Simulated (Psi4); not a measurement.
# B3LYP/6-31G(d) (Cartesian functions) run of C2H7AlO (SMILES C[CH2][AlH][OH])

What is the energy change on altering one bond length of C2H7AlO at B3LYP/6-31G* (Cartesian functions)? The job is set up through a Python script.

The calculation is run with Psi4 1.11.

5 further runs of the same task are left out: 4 that didn't finish, 1 set aside as unsound or not needed. Runs told in other sessions of the task aren't counted.

## 1. The structure to begin with

The species is C2H7AlO (11 atoms), meant as a singlet with charge 0. As SMILES, `C[CH2][AlH][OH]`. The coordinates come from a PBE0-D4/def2-TZVP relaxation. This is one conformer, not always the lowest.

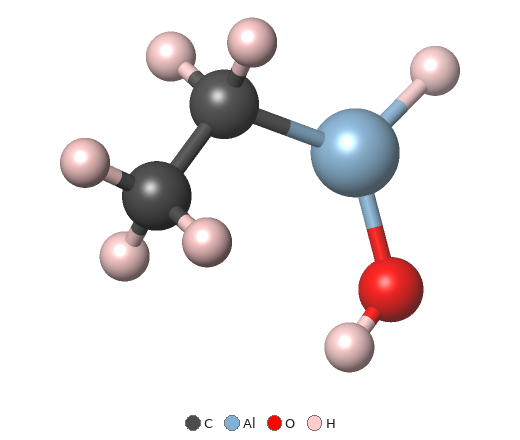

Viewed from a chosen angle; carbon dark grey, aluminium light blue, oxygen red, hydrogen pink.

## 2. Energy and forces at B3LYP/6-31G(d) (Cartesian functions)

Input file run.py:

```python
import psi4

psi4.set_memory(2200000000)
psi4.set_num_threads(1)
psi4.core.set_output_file('c2h7alo.out', False)

m = psi4.geometry("""
0 1
C     -1.111600     0.829400     0.106400
C      0.175900     0.388000     0.802000
Al     1.254500    -0.947900    -0.137800
O      0.762600    -1.576800    -1.639300
H     -1.791000    -0.011900    -0.058700
H     -1.662600     1.575000     0.687600
H     -0.910600     1.273300    -0.872900
H     -0.049300    -0.010000     1.800700
H      0.818800     1.256800     0.997900
H      2.622300    -1.522700     0.412400
H     -0.043800    -1.310100    -2.077800
symmetry c1
""")

psi4.set_options({
    'puream': False,
    'e_convergence': 1e-09,
    'd_convergence': 1e-08,
    'scf_type': 'pk',
    'dft_radial_points': 99,
    'dft_spherical_points': 590,
})

result, w = psi4.gradient('b3lyp/6-31G*', return_wfn=True)
print('gradient / Eh bohr^-1')
print(result.np.round(6))
print(f'energy = {w.energy():.10f} Eh')
for k, v in sorted(psi4.core.scalar_variables().items()):
    print(f'{k:45s} {v:18.10f}')
```

Run with:

```sh
$ python run.py
```

c2h7alo.out:

```text
[...]
  Running in c1 symmetry.
[...]
  Nuclear repulsion =  154.697806134129877
[...]
  Multiplicity = 1
[...]
  Nalpha       = 20
  Nbeta        = 20
[...]
    Number of basis functions: 78
[...]
   @RKS iter   1:  -397.63385364517842   -3.73481e-01   1.32905e-02 DIIS/ADIIS
[...]
   @RKS iter  12:  -398.12651940397853   -1.08002e-12   2.54378e-09 DIIS
[...]
    Orbital Energies [Eh]
    ---------------------
    Doubly Occupied:
       1A    -56.028033     2A    -19.128290     3A    -10.180493
       4A    -10.163275     5A     -4.118834     6A     -2.676236
       7A     -2.670080     8A     -2.668093     9A     -0.964640
      10A     -0.746931    11A     -0.608437    12A     -0.494015
      13A     -0.437139    14A     -0.421788    15A     -0.373253
      16A     -0.347284    17A     -0.346344    18A     -0.323205
      19A     -0.311485    20A     -0.261241
[...]
  @RKS Final Energy:  -398.12651940397853
   => Energetics <=
    Nuclear Repulsion Energy =            154.6978061341298769
    One-Electron Energy =                -855.5111861060629508
    Two-Electron Energy =                 335.6401677679600084
    DFT Exchange-Correlation Energy =     -32.9533072000054901
    Empirical Dispersion Energy =           0.0000000000000000
    VV10 Nonlocal Energy =                  0.0000000000000000
    Total Energy =                       -398.1265194039785342
[...]
 Multipole Moments:
 ------------------------------------------------------------------------------------
     Multipole            Electronic (a.u.)      Nuclear  (a.u.)        Total (a.u.)
 ------------------------------------------------------------------------------------
 L = 1.  Multiply by 2.5417464519 to convert [e a0] to [Debye]
 Dipole X            :          4.0771125           -4.6868172           -0.6097047
 Dipole Y            :         -4.2223237            4.7045078            0.4821842
 Dipole Z            :         -2.2274196            2.3355370            0.1081173
 Magnitude           :                                                    0.7848125
[...]
  -Total Gradient:
     Atom            X                  Y                   Z
    ------   -----------------  -----------------  -----------------
       1        0.002833713010    -0.001047180916     0.001304055545
       2       -0.003001803443     0.000317340703    -0.002719735512
       3       -0.003250757947    -0.001479329500    -0.005604954900
       4       -0.005889410945     0.006960656645     0.004582854551
       5        0.001757913197     0.001603947395     0.000233185529
       6        0.001438739851    -0.001727859222    -0.001172258599
       7       -0.000206650672    -0.001253552067     0.002062559325
       8        0.000773077163     0.000618969139    -0.001872833511
       9       -0.000952535658    -0.001832650619    -0.000271939987
      10       -0.000926350736     0.000617229969    -0.000074127924
      11        0.007432223301    -0.002770684566     0.003551876024
[...]
```

The script printed:

```text
gradient / Eh bohr^-1
[[ 2.834e-03 -1.047e-03  1.304e-03]
 [-3.002e-03  3.170e-04 -2.720e-03]
 [-3.251e-03 -1.479e-03 -5.605e-03]
 [-5.889e-03  6.961e-03  4.583e-03]
 [ 1.758e-03  1.604e-03  2.330e-04]
 [ 1.439e-03 -1.728e-03 -1.172e-03]
 [-2.070e-04 -1.254e-03  2.063e-03]
 [ 7.730e-04  6.190e-04 -1.873e-03]
 [-9.530e-04 -1.833e-03 -2.720e-04]
 [-9.260e-04  6.170e-04 -7.400e-05]
 [ 7.432e-03 -2.771e-03  3.552e-03]]
energy = -398.1265194040 Eh
CURRENT ENERGY                                   -398.1265194040
CURRENT REFERENCE ENERGY                         -398.1265194040
DD SOLVATION ENERGY                                 0.0000000000
DFT FUNCTIONAL TOTAL ENERGY                      -398.1265194040
DFT TOTAL ENERGY                                 -398.1265194040
DFT VV10 ENERGY                                     0.0000000000
DFT XC ENERGY                                     -32.9533072000
GRID ELECTRONS ALPHA                               19.9999955230
GRID ELECTRONS BETA                                19.9999955230
GRID ELECTRONS TOTAL                               39.9999910461
NUCLEAR REPULSION ENERGY                          154.6978061341
ONE-ELECTRON ENERGY                              -855.5111861061
PCM POLARIZATION ENERGY                             0.0000000000
PE ENERGY                                           0.0000000000
SCF ITERATION ENERGY                             -398.1265194040
SCF ITERATIONS                                     12.0000000000
SCF TOTAL ENERGY                                 -398.1265194040
TWO-ELECTRON ENERGY                               335.6401677680
XC GRID RADIAL POINTS                              99.0000000000
XC GRID SPHERICAL POINTS                          590.0000000000
XC GRID TOTAL POINTS                           607091.0000000000
```

Wall time 47 s (1 thread of Intel Xeon Platinum 8175M at 2.50GHz (Skylake/Cascade Lake), shared host); peak memory 1.5 GiB.

## 3. The distorted shape, same level

Input file calc.py:

```python
import psi4

psi4.set_memory(2200000000)
psi4.set_num_threads(1)
psi4.core.set_output_file('output.dat', False)

m = psi4.geometry("""
0 1
C
C 1 1.9871
Al 2 1.957353 1 116.27952
O 3 1.700583 2 121.12693 1 -0.38562
H 1 1.093905 2 111.69953 3 59.81955
H 1 1.094218 5 106.94593 2 -123.22362
H 1 1.093836 5 106.92451 6 -114.28607
H 2 1.098417 3 107.59157 4 123.74166
H 2 1.098413 8 104.14862 3 -114.05817
H 3 1.582401 4 115.00439 2 -179.94686
H 4 0.955872 3 123.08474 10 -179.94909
units angstrom
symmetry c1
""")

psi4.set_options({
    'basis': '6-31G*',
    'puream': False,
    'e_convergence': 1e-09,
    'd_convergence': 1e-08,
    'scf_type': 'pk',
    'dft_radial_points': 99,
    'dft_spherical_points': 590,
})

e_tot, wfn = psi4.gradient("B3LYP", return_wfn=True)
psi4.oeprop(wfn, "MULLIKEN_CHARGES", "WIBERG_LOWDIN_INDICES", "MAYER_INDICES")
print('gradient / Eh bohr^-1')
print(e_tot.np.round(6))
print(f'energy = {wfn.energy():.10f} Eh')
for k, v in sorted(psi4.core.scalar_variables().items()):
    print(f'{k:45s} {v:18.10f}')
```

Run with:

```sh
$ python calc.py
```

output.dat (excerpt; [...] marks lines left out):

```text
[...]
  Running in c1 symmetry.
[...]
  Nuclear repulsion =  147.506351221950013
[...]
  Multiplicity = 1
[...]
  Nalpha       = 20
  Nbeta        = 20
[...]
    Number of basis functions: 78
[...]
   @RKS iter   1:  -397.65209155515947   -7.44148e-01   1.24059e-02 ADIIS/DIIS
[...]
   @RKS iter  12:  -398.07636022746931   -4.54747e-13   2.89183e-09 DIIS
[...]
  @RKS Final Energy:  -398.07636022746931
   => Energetics <=
    Nuclear Repulsion Energy =            147.5063512219500126
    One-Electron Energy =                -841.1810277631110466
    Two-Electron Energy =                 328.4480777166210714
    DFT Exchange-Correlation Energy =     -32.8497614029293317
    Empirical Dispersion Energy =           0.0000000000000000
    VV10 Nonlocal Energy =                  0.0000000000000000
    Total Energy =                       -398.0763602274693085
[...]
 Multipole Moments:
 ------------------------------------------------------------------------------------
     Multipole            Electronic (a.u.)      Nuclear  (a.u.)        Total (a.u.)
 ------------------------------------------------------------------------------------
[...]
  -Total Gradient:
     Atom            X                  Y                   Z
    ------   -----------------  -----------------  -----------------
       1        0.000047449397    -0.001744786301    -0.052130711549
       2       -0.000011756827     0.002804970404     0.056076162162
       3       -0.000100402054    -0.004108324133     0.005252274355
       4        0.000014090439     0.010122162959    -0.006620536047
       5        0.003215100599     0.001438750793    -0.010232556188
       6        0.000002068725    -0.003116637072    -0.010502513573
       7       -0.003250350045     0.001454805874    -0.010230306213
       8        0.002890814047    -0.002544052432     0.010477155547
       9       -0.002872142251    -0.002503352354     0.010460619696
      10        0.000020497858    -0.000401087710    -0.000887705108
      11        0.000045324938    -0.001383551130     0.008346100810
[...]
```

The script printed:

```text
gradient / Eh bohr^-1
[[ 4.7000e-05 -1.7450e-03 -5.2131e-02]
 [-1.2000e-05  2.8050e-03  5.6076e-02]
 [-1.0000e-04 -4.1080e-03  5.2520e-03]
 [ 1.4000e-05  1.0122e-02 -6.6210e-03]
 [ 3.2150e-03  1.4390e-03 -1.0233e-02]
 [ 2.0000e-06 -3.1170e-03 -1.0503e-02]
 [-3.2500e-03  1.4550e-03 -1.0230e-02]
 [ 2.8910e-03 -2.5440e-03  1.0477e-02]
 [-2.8720e-03 -2.5030e-03  1.0461e-02]
 [ 2.0000e-05 -4.0100e-04 -8.8800e-04]
 [ 4.5000e-05 -1.3840e-03  8.3460e-03]]
energy = -398.0763602275 Eh
CURRENT ENERGY                                   -398.0763602275
CURRENT REFERENCE ENERGY                         -398.0763602275
DD SOLVATION ENERGY                                 0.0000000000
DFT FUNCTIONAL TOTAL ENERGY                      -398.0763602275
DFT TOTAL ENERGY                                 -398.0763602275
DFT VV10 ENERGY                                     0.0000000000
DFT XC ENERGY                                     -32.8497614029
GRID ELECTRONS ALPHA                               20.0000042537
GRID ELECTRONS BETA                                20.0000042537
GRID ELECTRONS TOTAL                               40.0000085073
NUCLEAR REPULSION ENERGY                          147.5063512220
ONE-ELECTRON ENERGY                              -841.1810277631
PCM POLARIZATION ENERGY                             0.0000000000
PE ENERGY                                           0.0000000000
SCF ITERATION ENERGY                             -398.0763602275
SCF ITERATIONS                                     12.0000000000
SCF TOTAL ENERGY                                 -398.0763602275
TWO-ELECTRON ENERGY                               328.4480777166
XC GRID RADIAL POINTS                              99.0000000000
XC GRID SPHERICAL POINTS                          590.0000000000
XC GRID TOTAL POINTS                           609576.0000000000
```

Run time: 44 s. Hardware: 1 thread of Intel Xeon Platinum 8175M at 2.50GHz (Skylake/Cascade Lake), shared host; peak memory 1.4 GiB.

## 4. Outcome

At B3LYP/6-31G* (Cartesian functions):

| quantity | value |
| --- | --- |
| first shape: total energy | -398.12652 Eh |
| first shape: dipole moment | 1.99 D |
| first shape: HOMO energy | -7.11 eV |
| first shape: LUMO energy | -0.47 eV |
| first shape: HOMO–LUMO gap | 6.63 eV |
| first shape: largest force on an atom | 0.525 eV/Å |
| distorted shape: total energy | -398.07636 Eh |
| distorted shape: dipole moment | 2.01 D |
| distorted shape: HOMO energy | -7.26 eV |
| distorted shape: LUMO energy | -0.43 eV |
| distorted shape: HOMO–LUMO gap | 6.83 eV |
| distorted shape: largest force on an atom | 2.887 eV/Å |
| energy change with the C1–C2 bond stretched from 1.529 to 1.987 Å | 1.365 eV |

What this shows: With the C1–C2 bond stretched from 1.529 to 1.987 Å the energy rises by 1.36 eV (132 kJ/mol). The first shape isn't relaxed at this level, so the change isn't measured from a minimum. The largest force (first shape) is 0.52 eV/Å: the shape isn't a stationary point for this species at this level. Mulliken charges (distorted shape) run from -0.75 on O4 to +0.66 on Al3.
